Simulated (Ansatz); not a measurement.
## CH$_{5}$BCl$_{2}$Ge: geometry relaxation

The run: geometry relaxation of CH$_{5}$BCl$_{2}$Ge, SMILES ClB(Cl)[CH2][GeH3]. Method and program: RKS B3LYP-D4/def2-SVP (Ansatz 0.2.0).

It belongs to a series of runs on one base structure; here: end point A relaxed. Figures and captions count atoms from 1; the log counts them from 0 in places.

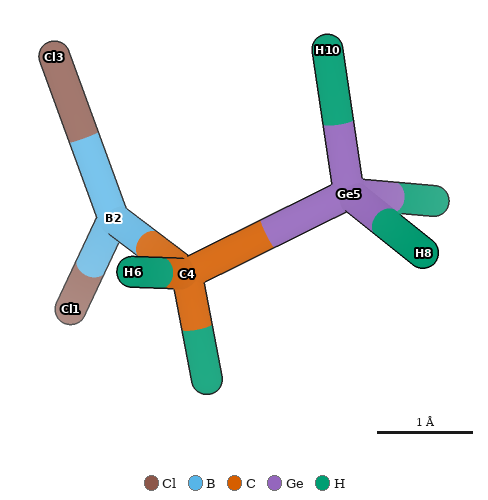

Fig. 1: The structure as given in the input (stick view, seen at a tilt; atoms are numbered from 1 in the order of the input). Sticks mark near contacts.

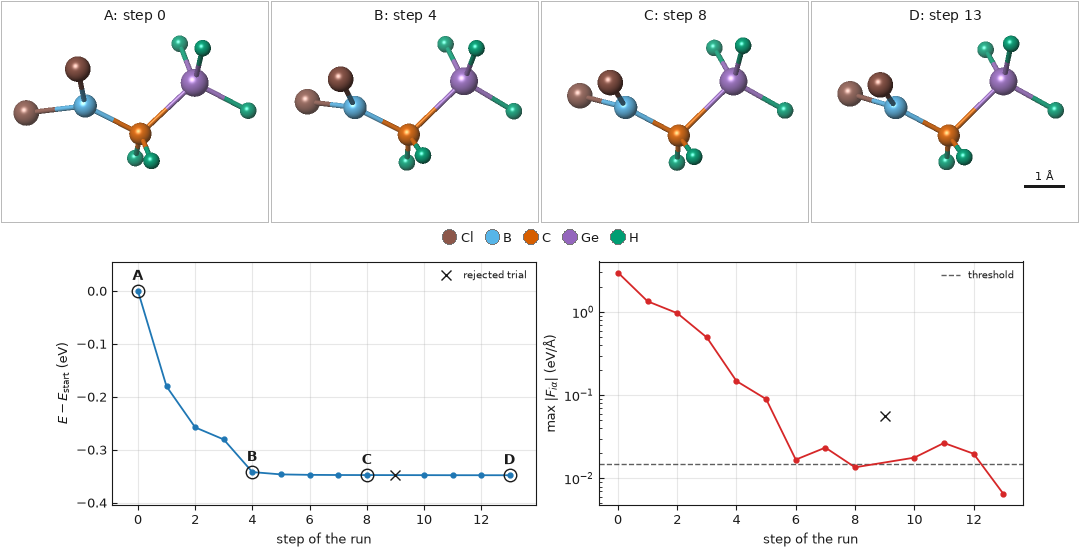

Fig. 2: Frames of the relaxation (ball-and-stick view, seen at a tilt) above the curves, on which the letters mark them (the first geometry is step 0 here and step 1 in the log).

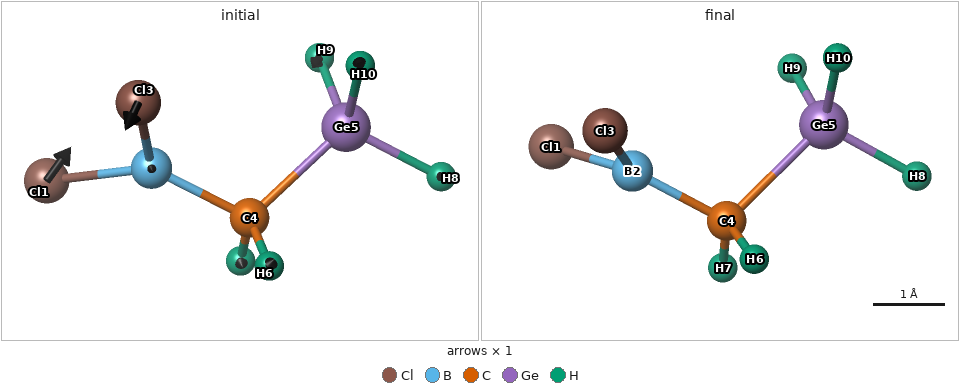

Fig. 3: Before (left) and after (right) the relaxation, at one scale (ball-and-stick view, seen at a tilt). The black arrows give the displacements, at true length. The energy falls by 0.348 eV in 13 geometry steps. Largest force component: 3 eV/Å at the start, 0.0066 eV/Å at the end. The line search rejected the trial step at point 9 (counted from 0) and went back. Cl1 moves most after the best rigid fit: 0.62 Å. By element the largest moves are Cl 0.62 Å, H 0.21 Å, B 0.08 Å, Ge 0.08 Å, C 0.07 Å. Among the contacts that change: C4–Ge5 1.915 → 1.996 Å, Cl1–B2 1.840 → 1.767 Å, C4–H7 1.153 → 1.100 Å, Ge5–H9 1.591 → 1.541 Å. Among the angles that change: B2–C4–H7 106.3° → 112.8°, Ge5–C4–H6 111.9° → 105.7°, Cl1–B2–C4 124.9° → 121.1°. (Atoms are counted from 1 in the order of the input.)

These pictures come from the run below.

The input:
```yaml
crystal:
  periodic: [false, false, false]
  atoms:
    - { symbol: Cl, position_ang: [-1.0931, -2.8808, -0.1694] }
    - { symbol: B, position_ang: [0.1281, -1.5066, -0.2497] }
    - { symbol: Cl, position_ang: [1.852, -1.9001, 0.1544] }
    - { symbol: C, position_ang: [-0.1858, -0.0429, -0.7715] }
    - { symbol: Ge, position_ang: [0.0149, 1.2479, 0.6289] }
    - { symbol: H, position_ang: [0.3694, 0.2251, -1.644] }
    - { symbol: H, position_ang: [-1.3005, -0.0363, -1.0663] }
    - { symbol: H, position_ang: [-0.3544, 2.6763, 0.1247] }
    - { symbol: H, position_ang: [-0.8565, 0.8966, 1.9129] }
    - { symbol: H, position_ang: [1.5091, 1.2696, 1.083] }
basis:
  gaussian: { orbitals: def2-SVP }
hamiltonian:
  xc: b3lyp
  dispersion: d4
relax:
  f_tol: 0.015
  max_steps: 40
```

Launch command:
```bash
ansatz run input.yaml --threads 2 --pin off --max-ram 3072MiB --backend cpu --events-out ev --progress --plain --runs-dir out
```

The program's output:
```
The last accepted step is kept in [file] (removed where the run ends without a failure and the disk answers)
Engine: ansatz 0.2.0, x86_64-unknown-linux-gnu
Functional definition: B3LYP
  parameter a0 = 0.2
  parameter ax = 0.72
  parameter ac = 0.81
  exchange = (1 - a0 - ax)*slater_x + ax*b88_x + a0*exact_x
  correlation = (1 - ac)*vwn_rpa_c + ac*lyp_c
1294 factors; integrals over basis functions are off by at most 3.4e-4 eV
mean field evaluation 1: about -83341.4882 eV, gradient 4.7e1 eV
mean field evaluation 2: about -83337.8601 eV, gradient 5.7e1 eV
mean field evaluation 4: about -83346.3983 eV, gradient 3.1e0 eV
mean field evaluation 8: about -83346.4501 eV, gradient 1.0e-1 eV
mean field evaluation 16: about -83346.4501 eV, gradient 1.2e-5 eV
mean field -83346.45014286 eV, -3062.9255484971 hartree, gradient 1.2e-5 eV, S^2 0.000000; 0 other end points of the search recorded, 0 dependent functions left out
the calculation of the forces begins
reference -83346.45042014 eV, -3062.9255586871 hartree; 41, 41 occupied and 80, 80 virtual orbitals, 1294 factors
relax step   1: F+E_penalty+E_count = -83346.89948089 eV  Δ(F+E_penalty+E_count) = +0.000e0 eV  max|allowed force component| = 2.993e0 eV/Å  Δτ_max = 0.0000 Å  (28 SCF iters, accepted)
these checks for a lower state are left out or cut short: starts, cluster_reference, orbital_swaps, neighbouring_geometries, increment
1294 factors; integrals over basis functions are off by at most 3.5e-4 eV
mean field -83346.62586844 eV, -3062.9320062929 hartree, gradient 1.8e-5 eV, S^2 0.000000; 0 other end points of the search recorded, 0 dependent functions left out
[... from here on the field's lines of each further geometry are left out, up to the last ...]
relax step   2: F+E_penalty+E_count = -83347.07973583 eV  Δ(F+E_penalty+E_count) = -1.803e-1 eV  max|allowed force component| = 1.350e0 eV/Å  Δτ_max = 0.1463 Å  (28 SCF iters, accepted)
relax step   3: F+E_penalty+E_count = -83347.15702267 eV  Δ(F+E_penalty+E_count) = -7.729e-2 eV  max|allowed force component| = 9.726e-1 eV/Å  Δτ_max = 0.1464 Å  (29 SCF iters, accepted)
relax step   4: F+E_penalty+E_count = -83347.17990395 eV  Δ(F+E_penalty+E_count) = -2.288e-2 eV  max|allowed force component| = 4.960e-1 eV/Å  Δτ_max = 0.2000 Å  (28 SCF iters, accepted)
relax step   5: F+E_penalty+E_count = -83347.24150042 eV  Δ(F+E_penalty+E_count) = -6.160e-2 eV  max|allowed force component| = 1.483e-1 eV/Å  Δτ_max = 0.1952 Å  (28 SCF iters, accepted)
relax step   6: F+E_penalty+E_count = -83347.24586023 eV  Δ(F+E_penalty+E_count) = -4.360e-3 eV  max|allowed force component| = 9.006e-2 eV/Å  Δτ_max = 0.1010 Å  (29 SCF iters, accepted)
relax step   7: F+E_penalty+E_count = -83347.24673332 eV  Δ(F+E_penalty+E_count) = -8.731e-4 eV  max|allowed force component| = 1.684e-2 eV/Å  Δτ_max = 0.0348 Å  (28 SCF iters, accepted)
relax step   8: F+E_penalty+E_count = -83347.24703285 eV  Δ(F+E_penalty+E_count) = -2.995e-4 eV  max|allowed force component| = 2.349e-2 eV/Å  Δτ_max = 0.0370 Å  (29 SCF iters, accepted)
relax step   9: F+E_penalty+E_count = -83347.24713262 eV  Δ(F+E_penalty+E_count) = -9.977e-5 eV  max|allowed force component| = 1.362e-2 eV/Å  Δτ_max = 0.0152 Å  (24 SCF iters, accepted)
relax step  10: F+E_penalty+E_count = -83347.24704055 eV  Δ(F+E_penalty+E_count) = +9.208e-5 eV  max|allowed force component| = 5.603e-2 eV/Å  Δτ_max = 0.0590 Å  (29 SCF iters, rejected (line search))
relax step  11: F+E_penalty+E_count = -83347.24729039 eV  Δ(F+E_penalty+E_count) = -1.578e-4 eV  max|allowed force component| = 1.780e-2 eV/Å  Δτ_max = 0.0288 Å  (28 SCF iters, accepted)
relax step  12: F+E_penalty+E_count = -83347.24737826 eV  Δ(F+E_penalty+E_count) = -8.787e-5 eV  max|allowed force component| = 2.672e-2 eV/Å  Δτ_max = 0.0361 Å  (29 SCF iters, accepted)
relax step  13: F+E_penalty+E_count = -83347.24741553 eV  Δ(F+E_penalty+E_count) = -3.727e-5 eV  max|allowed force component| = 1.984e-2 eV/Å  Δτ_max = 0.0064 Å  (24 SCF iters, accepted)
the calculation of the forces begins
reference -83346.78937403 eV, -3062.9380150128 hartree; 41, 41 occupied and 80, 80 virtual orbitals, 1294 factors
relax step  14: F+E_penalty+E_count = -83347.24745523 eV  Δ(F+E_penalty+E_count) = -3.970e-5 eV  max|allowed force component| = 6.565e-3 eV/Å  Δτ_max = 0.0084 Å  (24 SCF iters, accepted)
1294 factors; integrals over basis functions are off by at most 3.4e-4 eV
mean field -83346.78910119 eV, -3062.9380049859 hartree, gradient 1.8e-5 eV, S^2 0.000000; 1 other end points of the search recorded, 0 dependent functions left out
the calculation of the forces begins
reference -83346.78937403 eV, -3062.9380150128 hartree; 41, 41 occupied and 80, 80 virtual orbitals, 1294 factors
Total energy: -83347.24772808 eV, -3062.9548592133 hartree
Atom 0 at    -1.062479    -2.557512     0.363658 Å, force     0.002152     0.002975    -0.002022 eV/Å
Atom 1 at     0.183629    -1.496829    -0.302870 Å, force     0.002263     0.000248     0.001597 eV/Å
Atom 2 at     1.855030    -2.069553    -0.268319 Å, force    -0.004502     0.000933    -0.001393 eV/Å
Atom 3 at    -0.164800    -0.086508    -0.825768 Å, force    -0.000774    -0.001904     0.002591 eV/Å
Atom 4 at    -0.039999     1.222722     0.675336 Å, force    -0.002302     0.003803     0.001724 eV/Å
Atom 5 at     0.541326     0.269832    -1.590696 Å, force    -0.000141    -0.001009    -0.000322 eV/Å
Atom 6 at    -1.196751    -0.014319    -1.200693 Å, force     0.002599    -0.001319     0.000522 eV/Å
Atom 7 at    -0.409052     2.618634     0.132898 Å, force     0.003067    -0.004864     0.002870 eV/Å
Atom 8 at    -1.022339     0.822044     1.792736 Å, force     0.004203     0.001009    -0.003214 eV/Å
Atom 9 at     1.398635     1.240290     1.226719 Å, force    -0.006565     0.000129    -0.002353 eV/Å
Dipole moment:    -0.075568     0.289316    -0.126834 e Å
```

Trajectory as extended XYZ (Å, eV, eV/Å), 14 frames, from step=1 to step=14:
```
10
Properties=species:S:1:pos:R:3:forces:R:3 step=1 energy=-83346.89948
Cl   -1.0931   -2.8808   -0.1694    1.0060   1.3431   0.0681
B     0.1281   -1.5066   -0.2497    0.4373  -0.5804  -0.5200
Cl    1.8520   -1.9001    0.1544   -1.0395   0.0564  -0.0860
C    -0.1858   -0.0429   -0.7715   -2.9929  -2.1266   0.3360
Ge    0.0149    1.2479    0.6289    0.4008   1.0558   1.4264
H     0.3694    0.2251   -1.6440    0.8785   0.2880  -0.7734
H    -1.3005   -0.0363   -1.0663    1.3389   0.1186   0.2510
H    -0.3544    2.6763    0.1247   -0.0368  -0.2686   0.0642
H    -0.8565    0.8966    1.9129    0.3044   0.0838  -0.6925
H     1.5091    1.2696    1.0830   -0.2967   0.0299  -0.0738
10
Properties=species:S:1:pos:R:3:forces:R:3 step=2 energy=-83347.07974
Cl   -1.0873   -2.7946   -0.0767    0.6936   0.6108  -0.4223
B     0.1752   -1.5289   -0.3864   -0.3583  -0.1126   1.3504
Cl    1.8267   -1.9172    0.2218   -0.6005   0.1252  -0.5953
C    -0.2356   -0.0655   -0.7773   -0.4856  -1.0756  -0.6576
Ge    0.0504    1.2437    0.6500   -0.0156   0.2718   0.4722
H     0.3658    0.2636   -1.6303    0.2332   0.2117  -0.2218
H    -1.3095   -0.0306   -1.0870    0.5317   0.0332   0.1733
H    -0.3864    2.6405    0.1503    0.0317  -0.0638  -0.0290
H    -0.8460    0.8527    1.8467    0.0696   0.0153  -0.0009
H     1.5299    1.2852    1.0920   -0.0997  -0.0159  -0.0690
10
Properties=species:S:1:pos:R:3:forces:R:3 step=3 energy=-83347.15702
Cl   -1.0965   -2.8119   -0.0859    0.6832   0.7660  -0.0766
B     0.1514   -1.5130   -0.2934    0.0601  -0.5976   0.1466
Cl    1.8610   -1.9829    0.0956   -0.9726   0.3598  -0.2484
C    -0.2352   -0.0702   -0.7615    0.0721  -0.7105  -0.2452
Ge    0.0337    1.2686    0.6634   -0.0708   0.1741   0.1555
H     0.4126    0.2335   -1.6032    0.0523   0.0271   0.0930
H    -1.2852   -0.0252   -1.1051    0.1624   0.0205   0.1331
H    -0.4031    2.6535    0.1389    0.0239  -0.0267  -0.0131
H    -0.8646    0.8824    1.8523    0.0152   0.0066   0.0817
H     1.5090    1.3140    1.1021   -0.0257  -0.0194  -0.0266
10
Properties=species:S:1:pos:R:3:forces:R:3 step=4 energy=-83347.17990
Cl   -1.1434   -2.7013    0.0051   -0.1582   0.0523   0.1142
B     0.1459   -1.5338   -0.2867   -0.0887  -0.0182  -0.2644
Cl    1.7907   -2.1132   -0.0389    0.1862   0.0978   0.0519
C    -0.1437   -0.0984   -0.7914   -0.0920   0.0416   0.4622
Ge   -0.0310    1.2582    0.6653    0.4320   0.0061   0.1367
H     0.5902    0.2156   -1.5554   -0.2409   0.0717   0.0590
H    -1.1866    0.0473   -1.0962   -0.0052  -0.2191  -0.4960
H    -0.5727    2.6026    0.1435   -0.0501  -0.0129  -0.0587
H    -0.8207    0.8513    1.9273   -0.0332  -0.0856  -0.1033
H     1.4546    1.4205    1.0304    0.0500   0.0662   0.0985
10
Properties=species:S:1:pos:R:3:forces:R:3 step=5 energy=-83347.24150
Cl   -1.1542   -2.6064    0.1753   -0.0022  -0.0365   0.0353
B     0.1470   -1.5123   -0.2973   -0.0642   0.0930  -0.0172
Cl    1.8101   -2.0654   -0.1125    0.0881  -0.0665   0.0313
C    -0.1563   -0.0850   -0.8075    0.0156  -0.1483  -0.0557
Ge   -0.0165    1.2339    0.6764   -0.0225   0.0600   0.0149
H     0.5770    0.2345   -1.5640    0.0095   0.0688   0.0233
H    -1.1713   -0.0045   -1.2197   -0.0575   0.0564   0.0052
H    -0.5470    2.5862    0.1591    0.0183   0.0193   0.0032
H    -0.8612    0.7950    1.8896   -0.0022  -0.0474  -0.0367
H     1.4556    1.3728    1.1035    0.0170   0.0011  -0.0037
10
Properties=species:S:1:pos:R:3:forces:R:3 step=6 energy=-83347.24586
Cl   -1.1399   -2.5670    0.2672    0.0147   0.0204  -0.0021
B     0.1544   -1.5036   -0.2976    0.0116  -0.0901   0.0418
Cl    1.8155   -2.0958   -0.1689   -0.0166   0.0181   0.0020
C    -0.1482   -0.0855   -0.8209    0.0117   0.0309  -0.0293
Ge   -0.0268    1.2307    0.6722   -0.0113  -0.0040   0.0414
H     0.5890    0.2513   -1.5641    0.0141   0.0185  -0.0316
H    -1.1640    0.0049   -1.2311   -0.0294   0.0129   0.0013
H    -0.5377    2.5939    0.1632    0.0088  -0.0038  -0.0051
H    -0.8984    0.7622    1.8544    0.0029   0.0002  -0.0120
H     1.4392    1.3576    1.1286   -0.0065  -0.0031  -0.0065
10
Properties=species:S:1:pos:R:3:forces:R:3 step=7 energy=-83347.24673
Cl   -1.1251   -2.5636    0.2862    0.0076   0.0006   0.0042
B     0.1606   -1.5019   -0.2978    0.0010  -0.0055   0.0010
Cl    1.8257   -2.0826   -0.1796   -0.0065   0.0001   0.0030
C    -0.1524   -0.0855   -0.8258   -0.0001   0.0001   0.0150
Ge   -0.0292    1.2262    0.6739    0.0068  -0.0014  -0.0168
H     0.5762    0.2571   -1.5753    0.0066   0.0099  -0.0112
H    -1.1737    0.0026   -1.2238   -0.0121   0.0023  -0.0047
H    -0.5078    2.5978    0.1568    0.0003   0.0020   0.0014
H    -0.9238    0.7704    1.8420   -0.0075  -0.0058   0.0026
H     1.4328    1.3283    1.1463    0.0039  -0.0023   0.0055
10
Properties=species:S:1:pos:R:3:forces:R:3 step=8 energy=-83347.24703
Cl   -1.1081   -2.5553    0.3173    0.0099   0.0066  -0.0034
B     0.1675   -1.4982   -0.2979   -0.0177   0.0133  -0.0121
Cl    1.8338   -2.0765   -0.1987    0.0062  -0.0024  -0.0010
C    -0.1555   -0.0851   -0.8310   -0.0145  -0.0024   0.0235
Ge   -0.0312    1.2227    0.6729    0.0013   0.0031  -0.0153
H     0.5654    0.2639   -1.5851    0.0083  -0.0061  -0.0059
H    -1.1813    0.0000   -1.2205    0.0121  -0.0061   0.0049
H    -0.4810    2.6038    0.1536    0.0040  -0.0072   0.0043
H    -0.9518    0.7735    1.8234   -0.0021   0.0030   0.0053
H     1.4254    1.2999    1.1689   -0.0075  -0.0019  -0.0002
10
Properties=species:S:1:pos:R:3:forces:R:3 step=9 energy=-83347.24713
Cl   -1.1007   -2.5561    0.3234    0.0058   0.0019  -0.0040
B     0.1700   -1.4977   -0.2993   -0.0062   0.0136  -0.0019
Cl    1.8383   -2.0726   -0.2057   -0.0020  -0.0005  -0.0050
C    -0.1579   -0.0853   -0.8310   -0.0132  -0.0033   0.0113
Ge   -0.0326    1.2221    0.6727    0.0047   0.0071  -0.0052
H     0.5600    0.2646   -1.5880    0.0043  -0.0049   0.0020
H    -1.1849   -0.0029   -1.2175    0.0119  -0.0053   0.0042
H    -0.4678    2.6072    0.1516    0.0020  -0.0084   0.0013
H    -0.9626    0.7815    1.8193   -0.0015   0.0013  -0.0012
H     1.4214    1.2881    1.1775   -0.0057  -0.0017  -0.0014
10
Properties=species:S:1:pos:R:3:forces:R:3 step=10 energy=-83347.24704 accepted=F
Cl   -1.0721   -2.5608    0.3460    0.0104   0.0066   0.0128
B     0.1807   -1.4938   -0.2970    0.0245  -0.0263  -0.0560
Cl    1.8546   -2.0634   -0.2456   -0.0417   0.0168   0.0101
C    -0.1658   -0.0855   -0.8276    0.0024  -0.0061  -0.0070
Ge   -0.0375    1.2221    0.6742   -0.0031   0.0317   0.0163
H     0.5409    0.2675   -1.5948   -0.0104  -0.0084   0.0323
H    -1.1976   -0.0145   -1.2042    0.0147  -0.0009   0.0121
H    -0.4181    2.6186    0.1378    0.0061  -0.0241   0.0125
H    -1.0087    0.8131    1.8009    0.0222   0.0093  -0.0270
H     1.4069    1.2455    1.2133   -0.0251   0.0014  -0.0062
10
Properties=species:S:1:pos:R:3:forces:R:3 step=11 energy=-83347.24729
Cl   -1.0868   -2.5584    0.3351    0.0022  -0.0015  -0.0035
B     0.1744   -1.4973   -0.3012    0.0168  -0.0005   0.0124
Cl    1.8455   -2.0691   -0.2263   -0.0178   0.0031  -0.0063
C    -0.1615   -0.0855   -0.8281    0.0011  -0.0032  -0.0141
Ge   -0.0347    1.2226    0.6737   -0.0049   0.0047   0.0055
H     0.5521    0.2658   -1.5890   -0.0038  -0.0023   0.0089
H    -1.1901   -0.0080   -1.2108    0.0033   0.0015   0.0037
H    -0.4452    2.6118    0.1441    0.0032  -0.0049   0.0020
H    -0.9847    0.7977    1.8106    0.0062   0.0030  -0.0074
H     1.4143    1.2691    1.1949   -0.0063   0.0001  -0.0013
10
Properties=species:S:1:pos:R:3:forces:R:3 step=12 energy=-83347.24738
Cl   -1.0689   -2.5612    0.3514    0.0042   0.0038   0.0022
B     0.1808   -1.4966   -0.3011    0.0235  -0.0150  -0.0084
Cl    1.8540   -2.0670   -0.2551   -0.0267   0.0081   0.0014
C    -0.1652   -0.0864   -0.8257    0.0066   0.0026  -0.0115
Ge   -0.0386    1.2232    0.6744   -0.0020   0.0128   0.0171
H     0.5426    0.2676   -1.5908   -0.0096  -0.0039   0.0135
H    -1.1965   -0.0141   -1.2024    0.0023   0.0009   0.0015
H    -0.4158    2.6189    0.1358    0.0018  -0.0131   0.0034
H    -1.0123    0.8176    1.7987    0.0104   0.0046  -0.0150
H     1.4032    1.2468    1.2178   -0.0104  -0.0008  -0.0042
10
Properties=species:S:1:pos:R:3:forces:R:3 step=13 energy=-83347.24742
Cl   -1.0659   -2.5597    0.3569    0.0035   0.0033  -0.0009
B     0.1820   -1.4966   -0.3021    0.0171  -0.0070  -0.0008
Cl    1.8547   -2.0674   -0.2602   -0.0198   0.0052  -0.0009
C    -0.1653   -0.0864   -0.8257    0.0040  -0.0010  -0.0089
Ge   -0.0389    1.2229    0.6748   -0.0039   0.0087   0.0112
H     0.5417    0.2688   -1.5910   -0.0067  -0.0034   0.0087
H    -1.1969   -0.0141   -1.2014    0.0031   0.0002   0.0013
H    -0.4126    2.6188    0.1343    0.0040  -0.0113   0.0049
H    -1.0171    0.8194    1.7957    0.0104   0.0045  -0.0108
H     1.4017    1.2430    1.2217   -0.0117   0.0007  -0.0038
10
Properties=species:S:1:pos:R:3:forces:R:3 step=14 energy=-83347.24746
Cl   -1.0625   -2.5575    0.3637    0.0022   0.0030  -0.0020
B     0.1836   -1.4968   -0.3029    0.0023   0.0002   0.0016
Cl    1.8550   -2.0696   -0.2683   -0.0045   0.0009  -0.0014
C    -0.1648   -0.0865   -0.8258   -0.0008  -0.0019   0.0026
Ge   -0.0400    1.2227    0.6753   -0.0023   0.0038   0.0017
H     0.5413    0.2698   -1.5907   -0.0001  -0.0010  -0.0003
H    -1.1968   -0.0143   -1.2007    0.0026  -0.0013   0.0005
H    -0.4091    2.6186    0.1329    0.0031  -0.0049   0.0029
H    -1.0223    0.8220    1.7927    0.0042   0.0010  -0.0032
H     1.3986    1.2403    1.2267   -0.0066   0.0001  -0.0024
```

Summary:

```csv
quantity,value
outcome,converged
total energy,−83347.2477 eV
mean-field energy,−83346.7894 eV
largest force (length of the vector) at the end,0.007 eV/Å
hardware,"2 threads of Intel Xeon (Granite Rapids), 16 GiB of memory available, shared host"
wall time,54 s (CPU time 99 s)
peak memory,0.34 GiB
```
